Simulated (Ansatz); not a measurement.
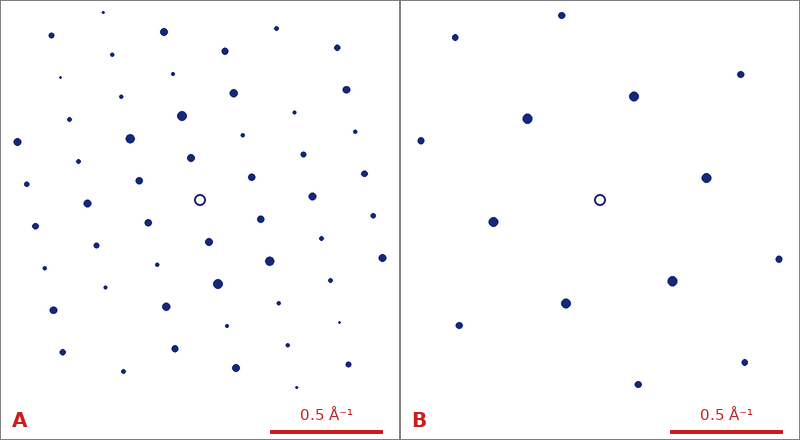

Kinematic electron diffraction patterns (200 kV, B = 0.5 Å², same scale, each along a low-index zone) of two structures of composition Sb2As3, each relaxed at zero pressure with DFT PBE, scalar-relativistic, plane waves, PAW in Ansatz 0.2.0.

The structures (standard cells):
1. R-3c (No. 167), a = 6.873 Å, c = 20.904 Å (hexagonal axes), 30 atoms; generated start, possibly hypothetical
2. R-3m (No. 166), a = 4.085 Å, c = 24.919 Å (hexagonal axes), 15 atoms; generated start, possibly hypothetical

> Which pattern belongs to which structure, and along which zone?

A is structure 1 along [100] or an equivalent direction: oblique net of 0 1 2 at d = 5.17 Å and 0 1 -4 at d = 3.93 Å, 78.4° apart (some points of this net are extinct or too weak to see). B is structure 2 along [001]: hexagonal net of 2 -1 0 at d = 2.04 Å and 1 1 0 at d = 2.04 Å, 60.0° apart.

> Rank the structures by their computed energy.

Structure 2 (R-3m, 24.00 Å³ an atom) is the lowest of these; structure 1 (R-3c, 28.50 Å³ an atom) lies about 220 meV an atom higher. These are static energies at 0 K; other structures, not shown, may lie lower still.
